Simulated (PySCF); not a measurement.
**CHFNSi: geometry relaxation (part 3 of 3)**

The same run, continued: CHFNSi, multiplicity 2, SMILES N#C[SiH]F; B3LYP/3-21G, UKS (PySCF 2.14.0). The geometry comes from this level: PBE0-D4/def2-TZVP.

Geometry of the input (Å):
```
N  1.3474  -1.1640  1.3913
C  0.7138  -0.5900  0.6162
Si -0.1461  0.2976  -0.7435
F  -1.5903  -0.3471  -0.9177
H  -0.2749  1.7300  -0.3876
```

Log, continued:
```
----------------------------------------------
cycle 21: E = -480.197672248  dE = -2.14796e-07  norm(grad) = 5.34463e-05
Step   20 : Displace = 7.122e-04/8.530e-04 (rms/max) Trust = 7.099e-03 (+) Grad = 1.464e-05/2.072e-05 (rms/max) E (change) = -480.1976722480 (-2.148e-07) Quality = 0.554
Hessian Eigenvalues: 1.05720e-04 3.04443e-02 4.95610e-02 ... 3.30919e-01 3.99129e-01 1.43331e+00

Geometry optimization cycle 22
Cartesian coordinates (Angstrom)
 Atom        New coordinates             dX        dY        dZ
   N   1.290602  -1.233246   1.379319   -0.001683 -0.002211 -0.001129
   C   0.703281  -0.625932   0.571058   -0.000798 -0.000870 -0.000774
  Si  -0.128610   0.341968  -0.773433    0.000620  0.001165 -0.000190
   F  -1.629251  -0.284999  -1.075708    0.000830  0.001800 -0.002476
   H  -0.217196   1.756773  -0.302416    0.000301  0.000495  0.001744
converged SCF energy = -480.197672175435  <S^2> = 0.75209863  2S+1 = 2.0020975
--------------- UKS_Scanner gradients ---------------
         x                y                z
0 N    -0.0000086275     0.0000012698    -0.0000095967
1 C    -0.0000189506    -0.0000139892    -0.0000070152
2 Si    -0.0000156383    -0.0000003379    -0.0000026342
3 F    -0.0000103319    -0.0000172890    -0.0000129950
4 H    -0.0000109966    -0.0000071366    -0.0000087917
----------------------------------------------
cycle 22: E = -480.197672175  dE = 7.25898e-08  norm(grad) = 4.29822e-05
Step   21 : Displace = 4.949e-05/6.261e-05 (rms/max) Trust = 7.099e-03 (=) Grad = 6.218e-06/1.099e-05 (rms/max) E (change) = -480.1976721754 (+7.259e-08) Quality = -20.194
Not rejecting step - energy change meets convergence criteria
Hessian Eigenvalues: 1.36747e-04 2.96376e-02 3.67470e-02 ... 3.33488e-01 4.02781e-01 1.42759e+00

Geometry optimization cycle 23
Cartesian coordinates (Angstrom)
 Atom        New coordinates             dX        dY        dZ
   N   1.290607  -1.233195   1.379372    0.000005  0.000050  0.000053
   C   0.703321  -0.625864   0.571096    0.000041  0.000068  0.000038
  Si  -0.128604   0.341953  -0.773437    0.000005 -0.000014 -0.000004
   F  -1.629204  -0.285097  -1.075733    0.000048 -0.000098 -0.000025
   H  -0.217293   1.756758  -0.302442   -0.000098 -0.000015 -0.000025
converged SCF energy = -480.197672174282  <S^2> = 0.75209862  2S+1 = 2.0020975
--------------- UKS_Scanner gradients ---------------
         x                y                z
0 N    -0.0000089885    -0.0000023913    -0.0000080748
1 C    -0.0000166026    -0.0000087201    -0.0000073553
2 Si    -0.0000179771    -0.0000028845    -0.0000041347
3 F    -0.0000093442    -0.0000158374    -0.0000130421
4 H    -0.0000115843    -0.0000077637    -0.0000084383
----------------------------------------------
cycle 23: E = -480.197672174  dE = 1.15261e-09  norm(grad) = 4.09878e-05
```

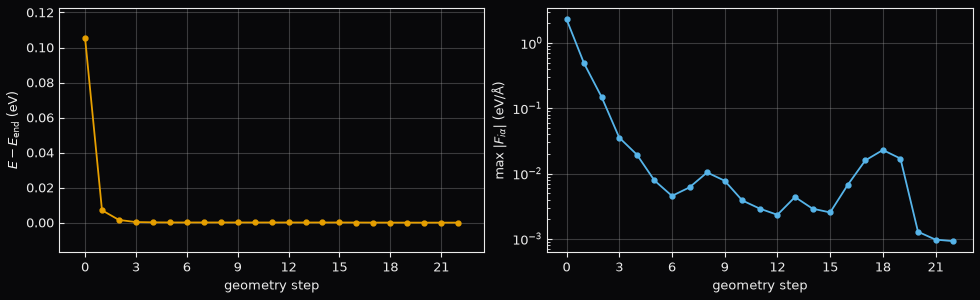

**Figure 1.** Progress of the relaxation, step by step (steps are counted from 0).

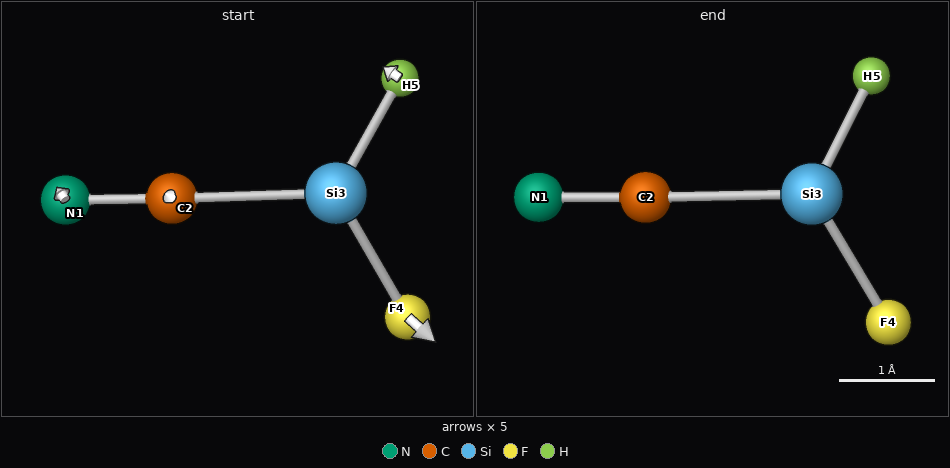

**Figure 2.** Before (left) and after (right) the relaxation, at one scale (ball-and-stick view, seen on its broad side). The white arrows give the displacements, magnified 5 times. The largest move after the best rigid fit is that of F4, 0.083 Å. By element the largest moves are F 0.083 Å, H 0.046 Å, N 0.039 Å, C 0.028 Å, Si 0.014 Å. Among the contacts that change: Si3–F4 1.591 → 1.654 Å, C2–Si3 1.837 → 1.854 Å, N1–C2 1.154 → 1.169 Å, Si3–H5 1.482 → 1.494 Å. Among the angles that change: N1–C2–Si3 173.9° → 176.4°, C2–Si3–H5 109.3° → 107.0°. The energy falls by 0.106 eV in 22 geometry steps. The largest force component goes from 2.3 to 0.00092 eV/Å. (Atoms are counted from 1 in the order of the input.)

```
Step   22 : Displace = 2.488e-05/3.808e-05 (rms/max) Trust = 2.474e-05 (-) Grad = 3.544e-06/5.397e-06 (rms/max) E (change) = -480.1976721743 (+1.153e-09) Quality = -0.690
Hessian Eigenvalues: 1.36747e-04 2.96376e-02 3.67470e-02 ... 3.33488e-01 4.02781e-01 1.42759e+00
Converged! =D

converged: True
N           1.29060665       -1.23319543        1.37937233
C           0.70332128       -0.62586416        0.57109571
Si         -0.12860445        0.34195310       -0.77343696
F          -1.62920371       -0.28509717       -1.07573296
H          -0.21729324        1.75675841       -0.30244182

WARN: HOMO -0.188819251985664 >= LUMO -0.188819251985665

converged SCF energy = -480.19767217429  <S^2> = 0.75209865  2S+1 = 2.0020976
Final energy -480.19767217429035
```

Trajectory as extended XYZ (Å, eV, eV/Å), 23 frames, from step=0 to step=22:
```
5
Properties=species:S:1:pos:R:3:forces:R:3 step=0 energy=-13066.73871
N     1.3474   -1.1640    1.3913    0.9530  -0.9085   1.3170
C     0.7138   -0.5900    0.6162   -0.6133   0.8071  -1.0694
Si   -0.1461    0.2976   -0.7435    1.8636   0.9137   0.0887
F    -1.5903   -0.3471   -0.9177   -2.3271  -1.0517  -0.4277
H    -0.2749    1.7300   -0.3876    0.1218   0.2387   0.0891
5
Properties=species:S:1:pos:R:3:forces:R:3 step=1 energy=-13066.83727
N     1.3754   -1.1663    1.4114    0.0294  -0.0343   0.1028
C     0.7306   -0.5916    0.6244   -0.0565   0.0932  -0.1220
Si   -0.1658    0.2998   -0.7327    0.4882   0.1387  -0.0242
F    -1.6472   -0.3672   -0.9664   -0.4185  -0.1249  -0.0200
H    -0.2451    1.7512   -0.3805   -0.0424  -0.0705   0.0608
5
Properties=species:S:1:pos:R:3:forces:R:3 step=2 energy=-13066.84280
N     1.3656   -1.1511    1.4192   -0.1025   0.0910  -0.0695
C     0.7340   -0.5861    0.6117    0.1487  -0.1298   0.0515
Si   -0.1493    0.2930   -0.7601   -0.0908   0.0357   0.0787
F    -1.6580   -0.3553   -0.9614    0.0090  -0.0255  -0.0370
H    -0.2444    1.7277   -0.3563    0.0347   0.0289  -0.0272
5
Properties=species:S:1:pos:R:3:forces:R:3 step=3 energy=-13066.84401
N     1.3663   -1.1525    1.4191   -0.0273   0.0240   0.0028
C     0.7354   -0.5888    0.6117    0.0356  -0.0332  -0.0165
Si   -0.1542    0.2951   -0.7536   -0.0194   0.0069   0.0150
F    -1.6591   -0.3586   -0.9666    0.0075   0.0008  -0.0034
H    -0.2411    1.7336   -0.3605    0.0034   0.0023  -0.0015
5
Properties=species:S:1:pos:R:3:forces:R:3 step=4 energy=-13066.84416
N     1.3641   -1.1516    1.4200   -0.0057   0.0046   0.0131
C     0.7362   -0.5902    0.6089    0.0061  -0.0082  -0.0196
Si   -0.1546    0.2957   -0.7542   -0.0099   0.0003  -0.0015
F    -1.6593   -0.3582   -0.9687    0.0106   0.0056   0.0022
H    -0.2396    1.7342   -0.3604   -0.0012  -0.0015   0.0023
5
Properties=species:S:1:pos:R:3:forces:R:3 step=5 energy=-13066.84423
N     1.3602   -1.1505    1.4208    0.0045  -0.0049   0.0079
C     0.7367   -0.5917    0.6048   -0.0074   0.0046  -0.0076
Si   -0.1539    0.2965   -0.7569   -0.0023  -0.0013  -0.0070
F    -1.6588   -0.3565   -0.9715    0.0065   0.0038   0.0010
H    -0.2378    1.7341   -0.3598   -0.0014  -0.0014   0.0021
5
Properties=species:S:1:pos:R:3:forces:R:3 step=6 energy=-13066.84424
N     1.3581   -1.1505    1.4207    0.0021  -0.0030   0.0010
C     0.7362   -0.5921    0.6031   -0.0046   0.0031  -0.0002
Si   -0.1532    0.2970   -0.7589    0.0008  -0.0002  -0.0035
F    -1.6583   -0.3552   -0.9736    0.0019   0.0011  -0.0016
H    -0.2370    1.7341   -0.3600   -0.0003  -0.0001   0.0006
5
Properties=species:S:1:pos:R:3:forces:R:3 step=7 energy=-13066.84424
N     1.3549   -1.1513    1.4199   -0.0015  -0.0001  -0.0059
C     0.7350   -0.5925    0.6009   -0.0002   0.0003   0.0062
Si   -0.1519    0.2981   -0.7619    0.0040   0.0011   0.0013
F    -1.6571   -0.3529   -0.9779   -0.0029  -0.0016  -0.0043
H    -0.2354    1.7346   -0.3608    0.0006   0.0013  -0.0010
5
Properties=species:S:1:pos:R:3:forces:R:3 step=8 energy=-13066.84424
N     1.3509   -1.1528    1.4184   -0.0049   0.0028  -0.0104
C     0.7332   -0.5930    0.5985    0.0041  -0.0027   0.0096
Si   -0.1502    0.2996   -0.7654    0.0061   0.0021   0.0055
F    -1.6556   -0.3497   -0.9844   -0.0062  -0.0033  -0.0062
H    -0.2333    1.7356   -0.3626    0.0012   0.0022  -0.0021
5
Properties=species:S:1:pos:R:3:forces:R:3 step=9 energy=-13066.84424
N     1.3509   -1.1529    1.4183   -0.0035   0.0016  -0.0078
C     0.7331   -0.5929    0.5986    0.0023  -0.0015   0.0067
Si   -0.1501    0.2997   -0.7653    0.0050   0.0015   0.0045
F    -1.6556   -0.3496   -0.9847   -0.0043  -0.0023  -0.0053
H    -0.2332    1.7358   -0.3628    0.0009   0.0018  -0.0018
5
Properties=species:S:1:pos:R:3:forces:R:3 step=10 energy=-13066.84425
N     1.3511   -1.1530    1.4182    0.0002  -0.0018  -0.0022
C     0.7331   -0.5929    0.5988   -0.0021   0.0019   0.0011
Si   -0.1502    0.2997   -0.7651    0.0031   0.0005   0.0026
F    -1.6557   -0.3497   -0.9849   -0.0011  -0.0006  -0.0039
H    -0.2332    1.7359   -0.3629    0.0002   0.0010  -0.0013
5
Properties=species:S:1:pos:R:3:forces:R:3 step=11 energy=-13066.84425
N     1.3515   -1.1533    1.4181   -0.0006  -0.0010  -0.0017
C     0.7330   -0.5928    0.5992   -0.0012   0.0008   0.0008
Si   -0.1503    0.2997   -0.7647    0.0018   0.0005   0.0009
F    -1.6557   -0.3498   -0.9849    0.0005   0.0004  -0.0029
H    -0.2333    1.7361   -0.3630   -0.0002   0.0005  -0.0008
5
Properties=species:S:1:pos:R:3:forces:R:3 step=12 energy=-13066.84425
N     1.3517   -1.1537    1.4178   -0.0005  -0.0010   0.0001
C     0.7329   -0.5928    0.5995   -0.0008   0.0003  -0.0007
Si   -0.1504    0.2997   -0.7643    0.0008   0.0010  -0.0003
F    -1.6557   -0.3498   -0.9850    0.0012   0.0007  -0.0023
H    -0.2334    1.7362   -0.3630   -0.0002   0.0001  -0.0004
5
Properties=species:S:1:pos:R:3:forces:R:3 step=13 energy=-13066.84425
N     1.3512   -1.1541    1.4176    0.0029  -0.0041   0.0043
C     0.7327   -0.5930    0.5993   -0.0044   0.0031  -0.0041
Si   -0.1502    0.2999   -0.7644   -0.0003   0.0012  -0.0019
F    -1.6556   -0.3494   -0.9859    0.0027   0.0015  -0.0016
H    -0.2331    1.7364   -0.3629   -0.0006  -0.0005  -0.0003
5
Properties=species:S:1:pos:R:3:forces:R:3 step=14 energy=-13066.84425
N     1.3511   -1.1545    1.4174    0.0012  -0.0025   0.0028
C     0.7325   -0.5931    0.5993   -0.0023   0.0015  -0.0029
Si   -0.1501    0.3001   -0.7643   -0.0002   0.0013  -0.0013
F    -1.6555   -0.3491   -0.9860    0.0020   0.0010  -0.0020
H    -0.2332    1.7365   -0.3626   -0.0002  -0.0001  -0.0002
5
Properties=species:S:1:pos:R:3:forces:R:3 step=15 energy=-13066.84426
N     1.3501   -1.1563    1.4167   -0.0014  -0.0002   0.0002
C     0.7319   -0.5938    0.5990    0.0007  -0.0008  -0.0008
Si   -0.1497    0.3010   -0.7644   -0.0001   0.0015  -0.0004
F    -1.6549   -0.3478   -0.9876    0.0010   0.0003  -0.0025
H    -0.2330    1.7369   -0.3612    0.0003   0.0006  -0.0001
5
Properties=species:S:1:pos:R:3:forces:R:3 step=16 energy=-13066.84427
N     1.3453   -1.1635    1.4135   -0.0064   0.0043  -0.0047
C     0.7294   -0.5967    0.5971    0.0067  -0.0053   0.0035
Si   -0.1478    0.3046   -0.7649    0.0002   0.0018   0.0012
F    -1.6527   -0.3423   -0.9949   -0.0009  -0.0011  -0.0036
H    -0.2319    1.7387   -0.3557    0.0014   0.0019   0.0002
5
Properties=species:S:1:pos:R:3:forces:R:3 step=17 energy=-13066.84430
N     1.3308   -1.1839    1.4043   -0.0137   0.0114  -0.0118
C     0.7220   -0.6050    0.5908    0.0159  -0.0122   0.0099
Si   -0.1424    0.3151   -0.7667    0.0005   0.0024   0.0038
F    -1.6463   -0.3263   -1.0168   -0.0036  -0.0031  -0.0049
H    -0.2283    1.7440   -0.3402    0.0033   0.0039   0.0007
5
Properties=species:S:1:pos:R:3:forces:R:3 step=18 energy=-13066.84432
N     1.3060   -1.2171    1.3881   -0.0187   0.0172  -0.0172
C     0.7098   -0.6188    0.5793    0.0230  -0.0175   0.0153
Si   -0.1334    0.3325   -0.7700    0.0011   0.0026   0.0058
F    -1.6354   -0.2992   -1.0535   -0.0067  -0.0053  -0.0047
H    -0.2219    1.7522   -0.3147    0.0048   0.0055   0.0014
5
Properties=species:S:1:pos:R:3:forces:R:3 step=19 energy=-13066.84433
N     1.2994   -1.2246    1.3841   -0.0133   0.0125  -0.0127
C     0.7068   -0.6221    0.5758    0.0170  -0.0123   0.0116
Si   -0.1312    0.3368   -0.7714    0.0012   0.0017   0.0044
F    -1.6327   -0.2927   -1.0631   -0.0049  -0.0035  -0.0031
H    -0.2199    1.7542   -0.3089    0.0036   0.0039   0.0011
5
Properties=species:S:1:pos:R:3:forces:R:3 step=20 energy=-13066.84433
N     1.2923   -1.2310    1.3804    0.0007  -0.0005   0.0008
C     0.7041   -0.6251    0.5718    0.0007   0.0013   0.0001
Si   -0.1292    0.3408   -0.7732    0.0006  -0.0002  -0.0001
F    -1.6301   -0.2868   -1.0732    0.0011   0.0013   0.0007
H    -0.2175    1.7563   -0.3042    0.0004   0.0002   0.0004
5
Properties=species:S:1:pos:R:3:forces:R:3 step=21 energy=-13066.84433
N     1.2906   -1.2332    1.3793    0.0004  -0.0001   0.0005
C     0.7033   -0.6259    0.5711    0.0010   0.0007   0.0004
Si   -0.1286    0.3420   -0.7734    0.0008   0.0000   0.0001
F    -1.6293   -0.2850   -1.0757    0.0005   0.0009   0.0007
H    -0.2172    1.7568   -0.3024    0.0006   0.0004   0.0005
5
Properties=species:S:1:pos:R:3:forces:R:3 step=22 energy=-13066.84433
N     1.2906   -1.2332    1.3794    0.0005   0.0001   0.0004
C     0.7033   -0.6259    0.5711    0.0009   0.0004   0.0004
Si   -0.1286    0.3420   -0.7734    0.0009   0.0001   0.0002
F    -1.6292   -0.2851   -1.0757    0.0005   0.0008   0.0007
H    -0.2173    1.7568   -0.3024    0.0006   0.0004   0.0004
```

Results in brief:

- outcome: converged
- total energy: −480.197672 hartree
- basis functions: 42
- ⟨S²⟩: 0.752
- dipole moment: 2.64 D
- wall time: 2.1 min
- peak memory: 0.48 GiB
